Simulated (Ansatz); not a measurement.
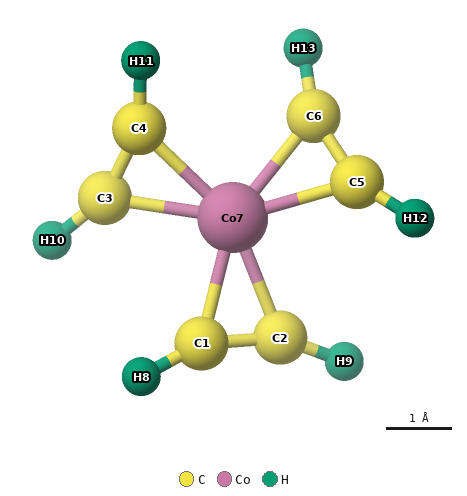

Figure 1. The starting structure (ball-and-stick view, seen on its broad side; atoms are numbered from 1 in the order of the input). Sticks mark near contacts.

**C$_{6}$H$_{6}$Co (charge +1): geometry relaxation (part 1 of 2)**

System: C$_{6}$H$_{6}$Co, charge +1, multiplicity 3.
Method: UKS LDA/def2-SVP (Ansatz 0.2.0).

Figures and captions count atoms from 1; the log counts them from 0 in places.

What the program printed
```
The last accepted step is kept in [file] (removed where the run ends without a failure and the disk answers)
Engine: ansatz 0.2.0, x86_64-unknown-linux-gnu
Functional definition: SPW92
  exchange = slater_x
  correlation = pw_c
1682 factors; their error is unknown
mean field evaluation 1: about -43763.8727 eV, gradient 9.7e1 eV
mean field evaluation 2: about -43227.9854 eV, gradient 2.5e2 eV
mean field evaluation 4: about -43703.1387 eV, gradient 1.6e2 eV
mean field evaluation 8: about -43798.2388 eV, gradient 2.1e-2 eV
mean field evaluation 16: about -43795.0555 eV, gradient 1.8e1 eV
mean field evaluation 32: about -43795.8978 eV, gradient 7.4e0 eV
mean field -43798.18155378 eV, -1609.5534846275 hartree, gradient 1.9e-5 eV, S^2 2.019264; 6 other end points of the search recorded, 0 dependent functions left out
the calculation of the forces begins
reference -43798.18160725 eV, -1609.5534865927 hartree; 35, 33 occupied and 110, 112 virtual orbitals, 1682 factors
relax step   1: F+E_penalty+E_count = -43798.18155378 eV  Δ(F+E_penalty+E_count) = +0.000e0 eV  max|allowed force component| = 6.582e-1 eV/Å  Δτ_max = 0.0000 Å  (158 SCF iters, accepted)
these checks for a lower state are left out or cut short: starts, cluster_reference, orbital_swaps, neighbouring_geometries, increment
1682 factors; their error is unknown
mean field -43798.24464391 eV, -1609.5558031472 hartree, gradient 2.6e-5 eV, S^2 2.017682; 0 other end points of the search recorded, 0 dependent functions left out
the calculation of the forces begins
reference -43798.24469735 eV, -1609.5558051111 hartree; 35, 33 occupied and 110, 112 virtual orbitals, 1682 factors
relax step   2: F+E_penalty+E_count = -43798.24464391 eV  Δ(F+E_penalty+E_count) = -6.309e-2 eV  max|allowed force component| = 2.989e-1 eV/Å  Δτ_max = 0.0362 Å  (36 SCF iters, accepted)
these checks for a lower state are left out or cut short: starts, cluster_reference, orbital_swaps, neighbouring_geometries, increment
1682 factors; their error is unknown
mean field -43798.27178516 eV, -1609.5568005698 hartree, gradient 1.0e-5 eV, S^2 2.015422; 0 other end points of the search recorded, 0 dependent functions left out
the calculation of the forces begins
reference -43798.27183868 eV, -1609.5568025367 hartree; 35, 33 occupied and 110, 112 virtual orbitals, 1682 factors
relax step   3: F+E_penalty+E_count = -43798.27178516 eV  Δ(F+E_penalty+E_count) = -2.714e-2 eV  max|allowed force component| = 1.022e0 eV/Å  Δτ_max = 0.0573 Å  (39 SCF iters, accepted)
these checks for a lower state are left out or cut short: starts, cluster_reference, orbital_swaps, neighbouring_geometries, increment
1682 factors; their error is unknown
mean field evaluation 64: about -43798.3075 eV, gradient 2.0e-5 eV
mean field -43798.30748220 eV, -1609.5581124116 hartree, gradient 2.0e-5 eV, S^2 2.014579; 0 other end points of the search recorded, 0 dependent functions left out
the calculation of the forces begins
reference -43798.30753564 eV, -1609.5581143756 hartree; 35, 33 occupied and 110, 112 virtual orbitals, 1682 factors
relax step   4: F+E_penalty+E_count = -43798.30748220 eV  Δ(F+E_penalty+E_count) = -3.570e-2 eV  max|allowed force component| = 4.766e-2 eV/Å  Δτ_max = 0.0684 Å  (37 SCF iters, accepted)
these checks for a lower state are left out or cut short: starts, cluster_reference, orbital_swaps, neighbouring_geometries, increment
1682 factors; their error is unknown
mean field -43798.31309579 eV, -1609.5583187075 hartree, gradient 1.9e-5 eV, S^2 2.014597; 0 other end points of the search recorded, 0 dependent functions left out
the calculation of the forces begins
reference -43798.31314923 eV, -1609.5583206711 hartree; 35, 33 occupied and 110, 112 virtual orbitals, 1682 factors
relax step   5: F+E_penalty+E_count = -43798.31309579 eV  Δ(F+E_penalty+E_count) = -5.614e-3 eV  max|allowed force component| = 5.257e-2 eV/Å  Δτ_max = 0.0409 Å  (35 SCF iters, accepted)
these checks for a lower state are left out or cut short: starts, cluster_reference, orbital_swaps, neighbouring_geometries, increment
1682 factors; their error is unknown
mean field -43798.32480438 eV, -1609.5587489902 hartree, gradient 1.7e-5 eV, S^2 2.014697; 0 other end points of the search recorded, 0 dependent functions left out
the calculation of the forces begins
reference -43798.32485769 eV, -1609.5587509493 hartree; 35, 33 occupied and 110, 112 virtual orbitals, 1682 factors
relax step   6: F+E_penalty+E_count = -43798.32480438 eV  Δ(F+E_penalty+E_count) = -1.171e-2 eV  max|allowed force component| = 2.625e-1 eV/Å  Δτ_max = 0.1970 Å  (41 SCF iters, accepted)
these checks for a lower state are left out or cut short: starts, cluster_reference, orbital_swaps, neighbouring_geometries, increment
1682 factors; their error is unknown
mean field -43798.33442321 eV, -1609.5591024755 hartree, gradient 1.7e-5 eV, S^2 2.014585; 0 other end points of the search recorded, 0 dependent functions left out
the calculation of the forces begins
reference -43798.33447647 eV, -1609.5591044328 hartree; 35, 33 occupied and 110, 112 virtual orbitals, 1682 factors
relax step   7: F+E_penalty+E_count = -43798.33442321 eV  Δ(F+E_penalty+E_count) = -9.619e-3 eV  max|allowed force component| = 1.088e-1 eV/Å  Δτ_max = 0.0381 Å  (37 SCF iters, accepted)
these checks for a lower state are left out or cut short: starts, cluster_reference, orbital_swaps, neighbouring_geometries, increment
1682 factors; their error is unknown
mean field -43798.33880286 eV, -1609.5592634249 hartree, gradient 2.3e-5 eV, S^2 2.014548; 0 other end points of the search recorded, 0 dependent functions left out
the calculation of the forces begins
reference -43798.33885606 eV, -1609.5592653797 hartree; 35, 33 occupied and 110, 112 virtual orbitals, 1682 factors
relax step   8: F+E_penalty+E_count = -43798.33880286 eV  Δ(F+E_penalty+E_count) = -4.380e-3 eV  max|allowed force component| = 1.144e-2 eV/Å  Δτ_max = 0.0682 Å  (37 SCF iters, accepted)
these checks for a lower state are left out or cut short: starts, cluster_reference, orbital_swaps, neighbouring_geometries, increment
1682 factors; their error is unknown
mean field evaluation 96: about -43798.3393 eV, gradient 1.9e-1 eV
mean field -43798.33964540 eV, -1609.5592943875 hartree, gradient 2.7e-5 eV, S^2 2.014536; 0 other end points of the search recorded, 0 dependent functions left out
the calculation of the forces begins
reference -43798.33969858 eV, -1609.5592963419 hartree; 35, 33 occupied and 110, 112 virtual orbitals, 1682 factors
relax step   9: F+E_penalty+E_count = -43798.33964540 eV  Δ(F+E_penalty+E_count) = -8.425e-4 eV  max|allowed force component| = 6.758e-2 eV/Å  Δτ_max = 0.0697 Å  (36 SCF iters, accepted)
these checks for a lower state are left out or cut short: starts, cluster_reference, orbital_swaps, neighbouring_geometries, increment
1682 factors; their error is unknown
mean field -43798.33993053 eV, -1609.5593048660 hartree, gradient 2.3e-5 eV, S^2 2.014517; 0 other end points of the search recorded, 0 dependent functions left out
the calculation of the forces begins
reference -43798.33998371 eV, -1609.5593068203 hartree; 35, 33 occupied and 110, 112 virtual orbitals, 1682 factors
relax step  10: F+E_penalty+E_count = -43798.33993053 eV  Δ(F+E_penalty+E_count) = -2.851e-4 eV  max|allowed force component| = 2.790e-2 eV/Å  Δτ_max = 0.0111 Å  (38 SCF iters, accepted)
these checks for a lower state are left out or cut short: starts, cluster_reference, orbital_swaps, neighbouring_geometries, increment
1682 factors; their error is unknown
mean field -43798.34008313 eV, -1609.5593104739 hartree, gradient 1.8e-5 eV, S^2 2.014526; 0 other end points of the search recorded, 0 dependent functions left out
the calculation of the forces begins
reference -43798.34013631 eV, -1609.5593124281 hartree; 35, 33 occupied and 110, 112 virtual orbitals, 1682 factors
relax step  11: F+E_penalty+E_count = -43798.34008313 eV  Δ(F+E_penalty+E_count) = -1.526e-4 eV  max|allowed force component| = 3.987e-4 eV/Å  Δτ_max = 0.0060 Å  (32 SCF iters, accepted)
1682 factors; their error is unknown
mean field evaluation 128: about -43798.3240 eV, gradient 2.1e0 eV
```

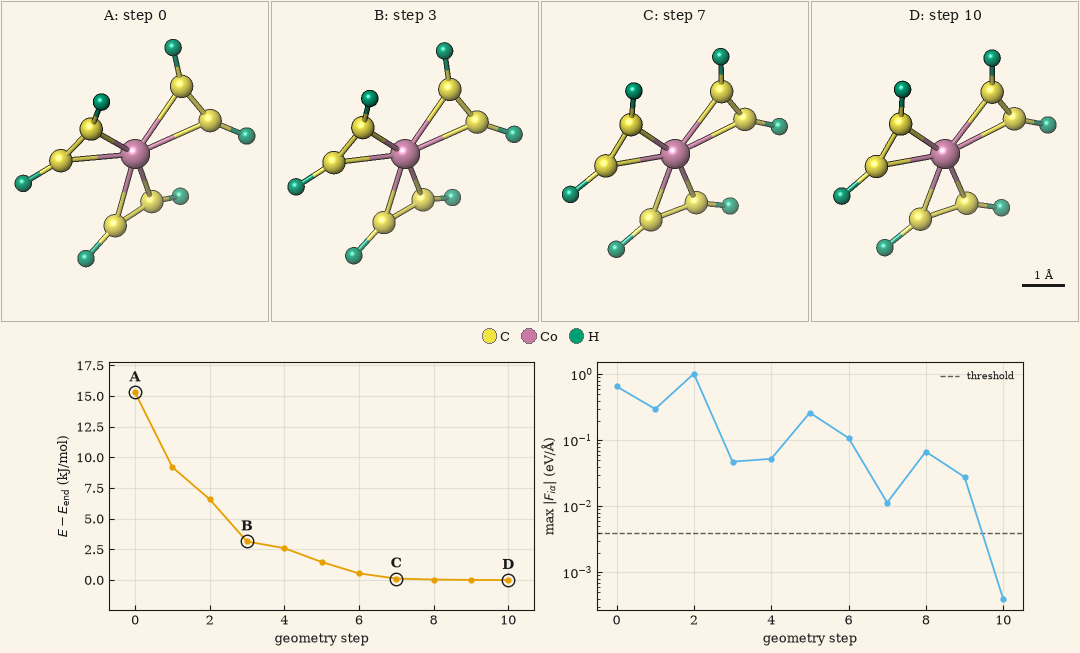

Figure 2. Frames of the relaxation (ball-and-stick view, seen at a tilt) above the curves, on which the letters mark them (the first geometry is step 0 here and step 1 in the log).

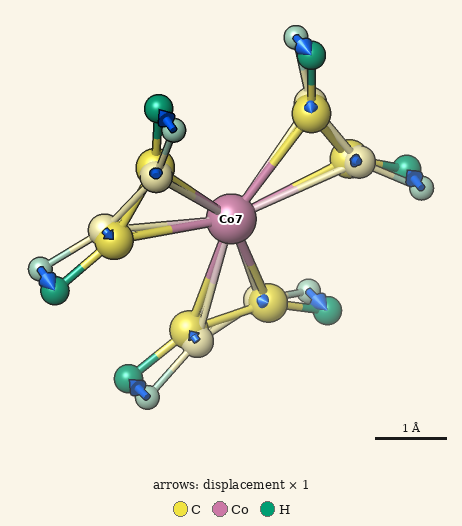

Figure 3. Start (faint) and end (solid) with the displacements as blue arrows, at true length (ball-and-stick view, seen at a tilt). The two geometries are laid on each other by the best rigid fit. The energy falls by 15.3 kJ/mol in 10 geometry steps. The largest force component goes from 0.66 to 0.0004 eV/Å. The largest moves after the best rigid fit, 0.49 Å, are those of H8, H9 and H12. By element the largest moves are H 0.49 Å, C 0.21 Å. Co stays in place. Among the contacts that change: C1–Co7 2.004 → 1.931 Å, C1–C2 1.267 → 1.274 Å, C1–H8 1.093 → 1.097 Å. Among the angles that change: Co7–C1–H8 132.2° → 137.9°, C2–C1–H8 156.2° → 151.4°, C1–Co7–C3 85.2° → 81.5°. (Atoms are counted from 1 in the order of the input.)

```
mean field -43798.34008313 eV, -1609.5593104739 hartree, gradient 1.8e-5 eV, S^2 2.014526; 5 other end points of the search recorded, 0 dependent functions left out
the calculation of the forces begins
reference -43798.34013631 eV, -1609.5593124281 hartree; 35, 33 occupied and 110, 112 virtual orbitals, 1682 factors
Total energy: -43798.34013631 eV, -1609.5593124281 hartree
Atom 0 at    -1.423293    -0.054120     1.303944 Å, force     0.000121     0.000169    -0.000010 eV/Å
Atom 1 at    -1.590773    -0.993383     0.459831 Å, force    -0.000399    -0.000175     0.000096 eV/Å
Atom 2 at     0.549828     1.499219     1.085917 Å, force     0.000176     0.000275     0.000317 eV/Å
Atom 3 at     1.380770     1.343536     0.132980 Å, force     0.000056     0.000050    -0.000216 eV/Å
Atom 4 at     0.043085    -1.289850    -1.436455 Å, force     0.000242    -0.000317     0.000067 eV/Å
Atom 5 at     1.040401    -0.504968    -1.546500 Å, force     0.000382    -0.000339    -0.000007 eV/Å
Atom 6 at    -0.000106     0.000212    -0.000156 Å, force     0.000055    -0.000305     0.000160 eV/Å
Atom 7 at    -1.730488     0.504505     2.196552 Å, force    -0.000069     0.000054     0.000205 eV/Å
Atom 8 at    -2.151652    -1.854327     0.075928 Å, force    -0.000166     0.000184    -0.000351 eV/Å
Atom 9 at     0.200256     2.026088     1.982242 Å, force    -0.000050    -0.000174     0.000197 eV/Å
Atom 10 at     2.287041     1.635326    -0.411733 Å, force    -0.000184     0.000388    -0.000393 eV/Å
Atom 11 at    -0.554767    -2.141646    -1.783151 Å, force    -0.000280    -0.000022    -0.000064 eV/Å
Atom 12 at     1.950198    -0.170104    -2.059649 Å, force     0.000115     0.000211    -0.000001 eV/Å
Dipole moment:     0.000113    -0.000130     0.000103 e Å
```

Trajectory as extended XYZ (Å, eV, eV/Å), 11 frames, from step=1 to step=11
```
13
Properties=species:S:1:pos:R:3:forces:R:3 step=1 energy=-43798.18155
C    -1.3913   -0.2133    1.4268    0.2912  -0.0608  -0.6405
C    -1.7542   -0.8776    0.4112    0.5898   0.3680   0.1259
C     0.5119    1.6693    0.9851    0.0926  -0.5730  -0.4103
C     1.5008    1.2983    0.2859   -0.6582  -0.2619   0.0503
C     0.1926   -1.4247   -1.3970    0.0915   0.6359   0.3038
C     0.9399   -0.4518   -1.7121   -0.4044  -0.1071   0.5709
Co    0.0002    0.0001   -0.0001    0.0024   0.0013  -0.0004
H    -1.4677    0.1829    2.4421   -0.0082   0.0545   0.1332
H    -2.4062   -1.5259   -0.1789   -0.0844  -0.0879  -0.0799
H    -0.0368    2.3072    1.6819   -0.0752   0.0819   0.0944
H     2.5151    1.3475   -0.1172    0.1331   0.0041  -0.0562
H    -0.2636   -2.4115   -1.5062   -0.0650  -0.1300  -0.0132
H     1.6596    0.0999   -2.3217    0.0947   0.0750  -0.0779
```
